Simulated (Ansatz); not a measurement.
C₂H₈Si₂ (charge +1, doublet)

The calculation's input:

```
crystal:
  periodic: [false, false, false]
  atoms:
    - symbol: C
      position_ang: [-0.077873, 2.660354, -1.562357]
    - symbol: C
      position_ang: [-0.146831, 0.051930, 0.265448]
    - symbol: Si
      position_ang: [0.080624, 1.871953, 0.094937]
    - symbol: Si
      position_ang: [0.548426, 3.124375, 1.899472]
    - symbol: H
      position_ang: [0.653538, 2.207402, -2.254318]
    - symbol: H
      position_ang: [-1.081820, 2.452061, -1.971798]
    - symbol: H
      position_ang: [0.079747, 3.747487, -1.535626]
    - symbol: H
      position_ang: [0.582875, -0.469819, -0.378162]
    - symbol: H
      position_ang: [-1.152558, -0.226085, -0.095341]
    - symbol: H
      position_ang: [-0.027545, -0.298965, 1.299882]
    - symbol: H
      position_ang: [0.676175, 2.492073, 3.233327]
    - symbol: H
      position_ang: [0.731240, 4.588448, 1.763924]
basis:
  gaussian: {orbitals: def2-TZVPD}
total_charge: 1
magnetization: {spin_polarized: true, initial_magnetization: 1}
hamiltonian: {xc: {name: PBE0}}
output: {forces: true, orbitals: {seedname: orbitals}}
```

Command:

```sh
ansatz run input.yaml --threads 2 --pin off --max-ram 4350MiB --events-out events.jsonl --progress --plain --runs-dir runs
```

Geometry: PBE0-D3(BJ)/def2-SVP.

Method: Ansatz 0.2.0, isolated molecule in a Gaussian basis; Kohn-Sham density functional theory, functional PBE0.

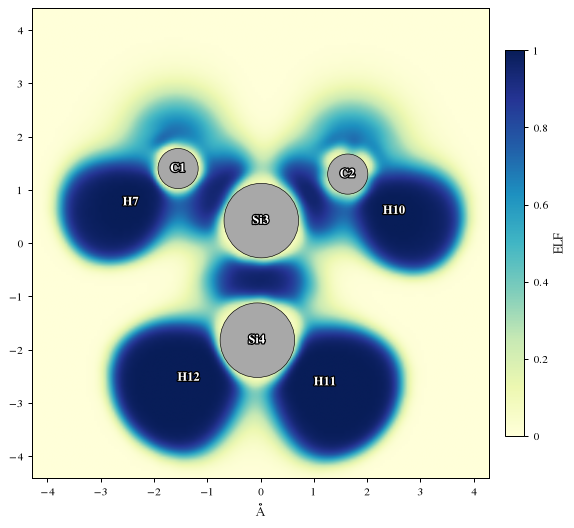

Figure 1. Electron localisation function on the plane of atoms C1, Si3 and Si4. Grey discs cover the atomic cores.

Question: What do the fields say about this system?

Answer: The section cuts through C, Si and H sites. C–Si (1.84 Å): the ELF peaks at about 0.95 between the atoms (localised, covalent bonding). Si–Si (2.25 Å): the ELF peaks at about 0.95 between the atoms (a covalent bond). C–H (1.10 Å): the ELF climbs to about 1 towards the hydrogen, as it does in any bond to H: a covalent bond by its length. Si–H (1.48 Å): the ELF climbs to about 1 towards the hydrogen.

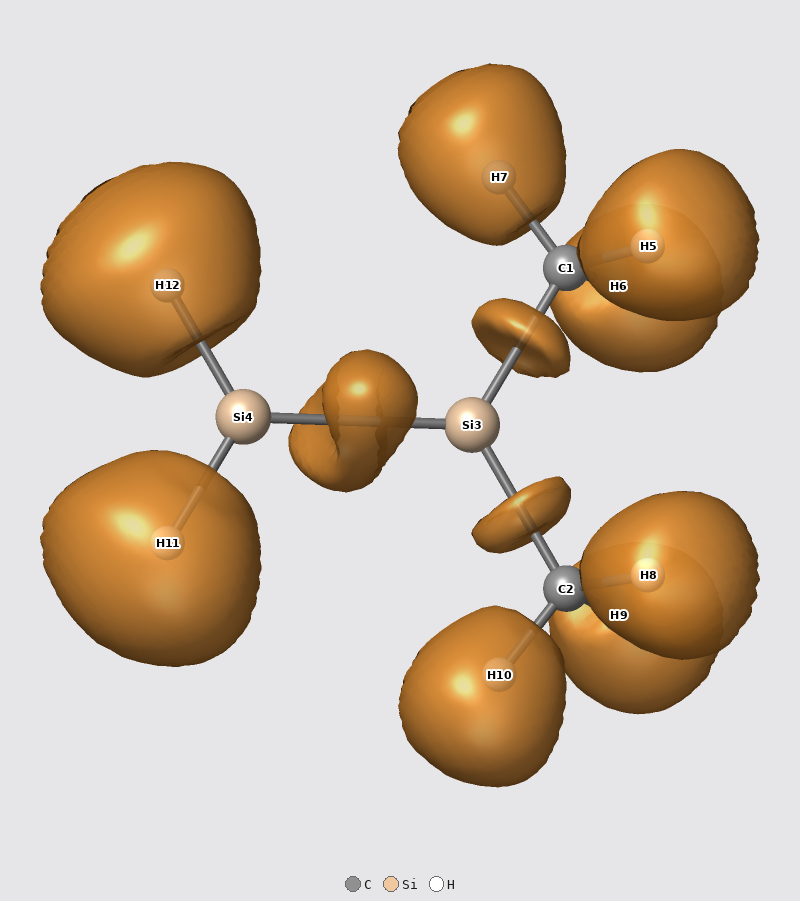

Figure 2. Isosurface of the ELF at 0.85 (orange), seen at a tilt. Only the valence region is drawn (cores and ρ < 0.01 e/Å³ removed).

Question: What do the ELF domains correspond to?

Answer: At this value the surface marks out two regions between bonded C–Si atoms (shared pairs), one region between bonded Si–Si atoms (shared pairs) and eight regions around hydrogen nuclei.

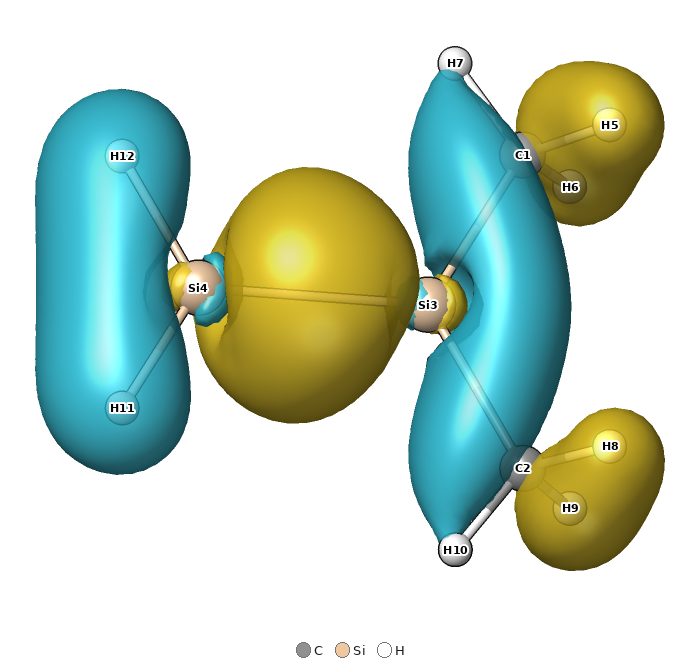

Figure 3. The HOMO−1 (α) at ±0.1 Å⁻³ᐟ² (yellow and cyan are the two phases), seen at a tilt.

Question: What is the character of this orbital?

Answer: Its weight (Hirshfeld) is mainly on Si4 (about 30 %), Si3 (about 25 %), C2 (about 10 %) and C1 (about 10 %). Its energy is −14.02 eV.

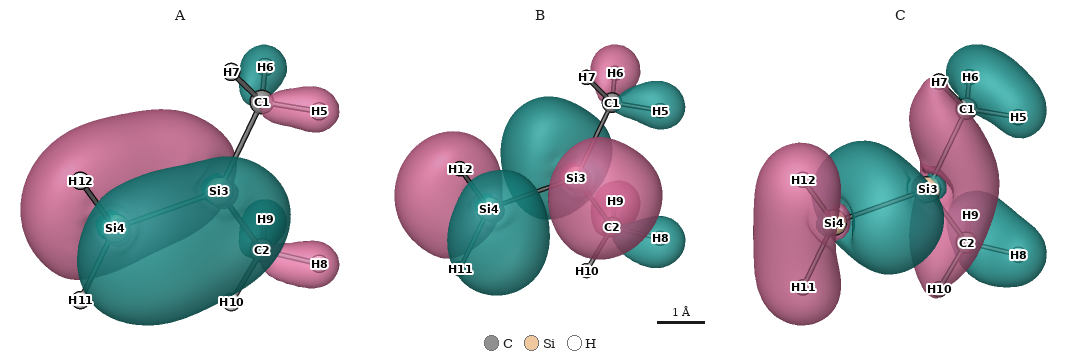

Figure 4. Three frontier orbitals at ±0.08 Å⁻³ᐟ² (teal and pink are the two phases), in no order.

Question: Which picture is the HOMO−1, the HOMO and the LUMO? All are α orbitals.

Answer: C is the HOMO−1 (α) (−14.02 eV). Its weight (Hirshfeld) is mainly on Si4 (about 30 %), Si3 (about 25 %), C2 (about 10 %) and C1 (about 10 %). A is the HOMO (α) (−11.55 eV). Its weight (Hirshfeld) is mainly on Si4 (about 55 %) and Si3 (about 35 %); π-bonding across Si4–Si3. B is the LUMO (α) (−6.89 eV). Its weight (Hirshfeld) is mainly on Si3 (about 40 %) and Si4 (about 35 %); π-antibonding (π*) across Si3–Si4.

Question: What is the gap between the highest occupied and lowest empty α orbitals?

Answer: 4.66 eV between the orbital energies.
